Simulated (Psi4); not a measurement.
**DSD-PBEP86/def2-SVP (density fitting for correlation) run of C3H5F (allyl fluoride)**

Aim: the vertical singlet–triplet gap of C3H5F (allyl fluoride) at DSD-PBEP86/def2-SVP (density fitting for correlation), from 2 runs. 

The calculation is run with Psi4 1.11.

**1. The molecule**

The species is C3H5F (9 atoms), meant as a singlet with charge 0. As SMILES, `C=CCF`. The coordinates come from a PBE0-D4/def2-TZVP relaxation. This is one conformer, not always the lowest.

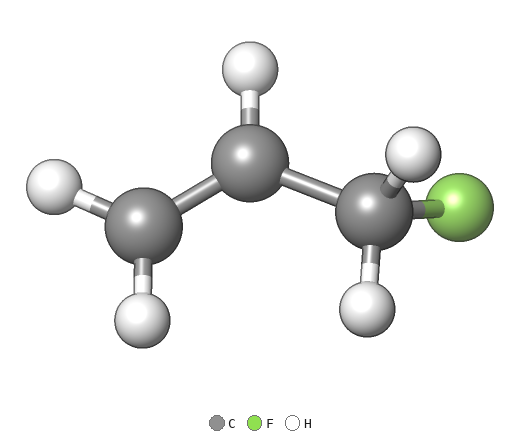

The structure, seen from a chosen angle (carbon grey, fluorine green, hydrogen white).

**2. A single-point energy at DSD-PBEP86/def2-SVP (density fitting for correlation)**

c3h5f.xyz

```xyz
9
C3H5F
C     -0.578000     1.122500    -0.608000
C      0.352500     0.215400    -0.353400
C      0.200500    -0.852800     0.668500
F      0.430500    -2.098200     0.102300
H     -0.422500     1.909200    -1.336700
H     -1.531700     1.114000    -0.089100
H      1.299800     0.230700    -0.886500
H      0.929800    -0.730800     1.477200
H     -0.806800    -0.852300     1.094700
```

c3h5f.py

```python
import psi4

psi4.set_memory(1600000000)
psi4.set_num_threads(1)
psi4.set_output_file('psi4.out', False)

with open('c3h5f.xyz') as f:
    atoms = ''.join(f.readlines()[2:])
m = psi4.geometry('0 1\n' + atoms + 'symmetry c1\nno_reorient\nno_com')

options = {'basis': 'def2-SVP', 'puream': True, 'e_convergence': 1e-09, 'd_convergence': 1e-08, 'scf_type': 'pk', 'dft_radial_points': 99, 'dft_spherical_points': 590, 'num_frozen_docc': 4}
psi4.set_options(options)

e_tot, wfn = psi4.energy("dsd-pbep86", return_wfn=True)
print(f'dsd-pbep86 energy: {e_tot:.10f} Eh')
for k, v in sorted(psi4.core.scalar_variables().items()):
    print(f'{k:45s} {v:18.10f}')
```

Command:

```bash
$ python c3h5f.py
```

psi4.out:

```text
[...]
  Running in c1 symmetry.
[...]
  Nuclear repulsion =  114.580608246719862
[...]
  Multiplicity = 1
[...]
  Nalpha       = 16
  Nbeta        = 16
[...]
    Number of basis functions: 81
[...]
   @RKS iter   1:  -216.14288571963036   -5.91730e-01   4.76473e-03 ADIIS/DIIS
[...]
   @RKS iter  11:  -216.22777443376785   -1.35287e-11   7.68284e-09 DIIS
[...]
    Orbital Energies [Eh]
    ---------------------
    Doubly Occupied:
       1A    -25.700577     2A    -10.943157     3A    -10.877276
       4A    -10.875882     5A     -1.423351     6A     -0.981432
       7A     -0.849299     8A     -0.714491     9A     -0.637415
      10A     -0.620273    11A     -0.604668    12A     -0.558018
      13A     -0.511825    14A     -0.464476    15A     -0.449147
      16A     -0.357045
[...]
  @RKS Final Energy:  -216.22777443376785
   => Energetics <=
    Nuclear Repulsion Energy =            114.5806082467198621
    One-Electron Energy =                -522.6644323067008600
    Two-Electron Energy =                 199.9918003476500417
    DFT Exchange-Correlation Energy =      -8.1357507214368834
    Empirical Dispersion Energy =           0.0000000000000000
    VV10 Nonlocal Energy =                  0.0000000000000000
    Total Energy =                       -216.2277744337678484
[...]
 Multipole Moments:
 ------------------------------------------------------------------------------------
     Multipole            Electronic (a.u.)      Nuclear  (a.u.)        Total (a.u.)
 ------------------------------------------------------------------------------------
 L = 1.  Multiply by 2.5417464519 to convert [e a0] to [Debye]
 Dipole X            :         -6.1547555            6.0340845           -0.1206710
 Dipole Y            :         27.7775102          -27.0276189            0.7498913
 Dipole Z            :          1.3688041           -1.0905609            0.2782432
 Magnitude           :                                                    0.8088991
[...]
```

Standard output:

```text
dsd-pbep86 energy: -216.5384276608 Eh
CURRENT ENERGY                                   -216.5384276608
CURRENT REFERENCE ENERGY                         -216.2277744338
DD SOLVATION ENERGY                                 0.0000000000
DFT FUNCTIONAL TOTAL ENERGY                      -216.2277744338
DFT TOTAL ENERGY                                 -216.5384276608
DFT VV10 ENERGY                                     0.0000000000
DFT XC ENERGY                                      -8.1357507214
DOUBLE-HYBRID CORRECTION ENERGY                    -0.3106532270
DSD-PBEP86 DOUBLE-HYBRID CORRECTION ENERGY         -0.3106532270
DSD-PBEP86 TOTAL ENERGY                          -216.5384276608
GRID ELECTRONS ALPHA                               16.0000002815
GRID ELECTRONS BETA                                16.0000002815
GRID ELECTRONS TOTAL                               32.0000005631
NUCLEAR REPULSION ENERGY                          114.5806082467
ONE-ELECTRON ENERGY                              -522.6644323067
PCM POLARIZATION ENERGY                             0.0000000000
PE ENERGY                                           0.0000000000
SCF ITERATION ENERGY                             -216.2277744338
SCF ITERATIONS                                     11.0000000000
SCF TOTAL ENERGY                                 -216.2277744338
TWO-ELECTRON ENERGY                               199.9918003477
XC GRID RADIAL POINTS                              99.0000000000
XC GRID SPHERICAL POINTS                          590.0000000000
XC GRID TOTAL POINTS                           497499.0000000000
```

It took 15 s on 1 thread of Intel Xeon Platinum 8488C (Sapphire Rapids), shared host; peak memory 0.82 GiB.

**3. The triplet, same level**

calc.in

```
memory 1.6 GB

molecule {
  0 3
  C     -0.578000     1.122500    -0.608000
  C      0.352500     0.215400    -0.353400
  C      0.200500    -0.852800     0.668500
  F      0.430500    -2.098200     0.102300
  H     -0.422500     1.909200    -1.336700
  H     -1.531700     1.114000    -0.089100
  H      1.299800     0.230700    -0.886500
  H      0.929800    -0.730800     1.477200
  H     -0.806800    -0.852300     1.094700
  symmetry c1
  no_reorient
  no_com
}

set {
  basis                def2-SVP
  reference            uks
  puream               true
  e_convergence        1e-09
  d_convergence        1e-08
  scf_type             pk
  dft_radial_points    99
  dft_spherical_points 590
  num_frozen_docc      4
  maxiter              200
}

E = energy('dsd-pbep86')
print_variables()
```

Command:

```bash
$ psi4 -i calc.in -o calc.out -n 1
```

calc.out:

```text
[...]
  Running in c1 symmetry.
[...]
  Nuclear repulsion =  114.580608246719862
[...]
  Multiplicity = 3
[...]
  Nalpha       = 17
  Nbeta        = 15
[...]
    Number of basis functions: 81
[...]
   @UKS iter   1:  -215.88211775429008   -3.30962e-01   5.79197e-03 DIIS/ADIIS
[...]
   @UKS iter  15:  -216.08499319543935   -2.87059e-12   5.51953e-09 DIIS
[...]
   @S^2 Observed:                2.013568085E+00
[...]
    Orbital Energies [Eh]
    ---------------------
    Alpha Occupied:
       1A    -25.696994     2A    -10.940339     3A    -10.871987
       4A    -10.870371     5A     -1.422396     6A     -1.021352
       7A     -0.863153     8A     -0.732561     9A     -0.641959
      10A     -0.627813    11A     -0.608429    12A     -0.565830
      13A     -0.515231    14A     -0.489474    15A     -0.452217
      16A     -0.447917    17A     -0.210432
    Alpha Virtual:
      18A      0.148893    19A      0.160596    20A      0.177686
      21A      0.219567    22A      0.230668    23A      0.262847
      24A      0.352424    25A      0.435963    26A      0.486458
[...]
  @UKS Final Energy:  -216.08499319543935
   => Energetics <=
    Nuclear Repulsion Energy =            114.5806082467198621
    One-Electron Energy =                -522.5056227483319162
    Two-Electron Energy =                 199.9950091776951524
    DFT Exchange-Correlation Energy =      -8.1549878715224491
    Empirical Dispersion Energy =           0.0000000000000000
    VV10 Nonlocal Energy =                  0.0000000000000000
    Total Energy =                       -216.0849931954393526
[...]
 Multipole Moments:
 ------------------------------------------------------------------------------------
     Multipole            Electronic (a.u.)      Nuclear  (a.u.)        Total (a.u.)
 ------------------------------------------------------------------------------------
 L = 1.  Multiply by 2.5417464519 to convert [e a0] to [Debye]
 Dipole X            :         -6.1357642            6.0340845           -0.1016797
 Dipole Y            :         27.7924728          -27.0276189            0.7648538
 Dipole Z            :          1.3531707           -1.0905609            0.2626097
 Magnitude           :                                                    0.8150485
[...]
```

It took 25 s on 1 thread of Intel Xeon Platinum 8488C (Sapphire Rapids), shared host; peak memory 0.83 GiB.

**4. Results**

Level: DSD-PBEP86/def2-SVP (density fitting for correlation), 4 core orbitals frozen.

```
                                                         quantity          value
                                            singlet: total energy  -216.53843 Eh
                       singlet: HOMO energy (SCF part's orbitals)       -9.72 eV
                       singlet: LUMO energy (SCF part's orbitals)        2.46 eV
                     singlet: HOMO–LUMO gap (SCF part's orbitals)       12.17 eV
                                            triplet: total energy  -216.37100 Eh
triplet: HOMO energy (SCF part's orbitals) (highest over α and β)       -5.73 eV
 triplet: LUMO energy (SCF part's orbitals) (lowest over α and β)       -1.19 eV
                                                    triplet: ⟨S²⟩          2.014
                 vertical energy of the triplet above the singlet       4.556 eV
```

What this shows: At this shape the triplet lies 4.56 eV (105 kcal/mol) above the singlet.
